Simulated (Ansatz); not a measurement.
## Swapping F for Br on Ti: the HOMO–LUMO gap

Gas-phase molecules. On one Ti centre, n of the F ligands are replaced by Br. The HOMO–LUMO gap y in eV at wB97M-V/def2-TZVPP. Shapes: PBE0-D4/def2-TZVP. Programs: Ansatz 0.2.0.

```
molecule  n  y (eV)
    TiF4  0   14.32
  TiBrF3  1       ?
 TiBr2F2  2    9.63
   TiBr4  4    9.17
```

**Question.** Fit y = c + s·n to the known rows and predict TiBrF3.

**Answer.** 
1. Means of the 3 rows: n = 2.00000, y = 11.040.
2. Σ(Δn)² = 8, Σ(Δn·Δy) = -10.3, so the slope is -10.3/8 = -1.2875.
3. Intercept: 11.040 − (-1.2875) × 2.00000 = 13.615. The largest residual of the fit is 1.41.
4. TiBrF3: 13.615 + (-1.2875) × 1 = 12.33 eV.

The run gave 10.50 eV, so the prediction is off by +1.83 eV, more than the largest residual. The step per swap changes from -3.82 to -0.23 eV along the series, so a line misses the bend. Other levels give for TiBrF3: SPW92/def2-TZVPP 3.81; r2SCAN0-D4/def2-TZVPP 6.34; wB97X-V/def2-TZVPP 10.61 eV. Orbital gaps aren't excitation energies, and the LUMO depends on the basis. Relativity is left out for Br.

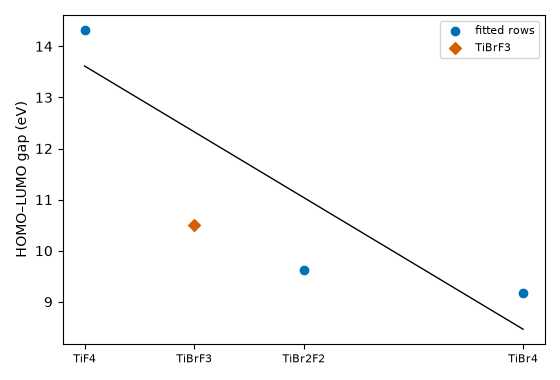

The fitted line, with the withheld member.
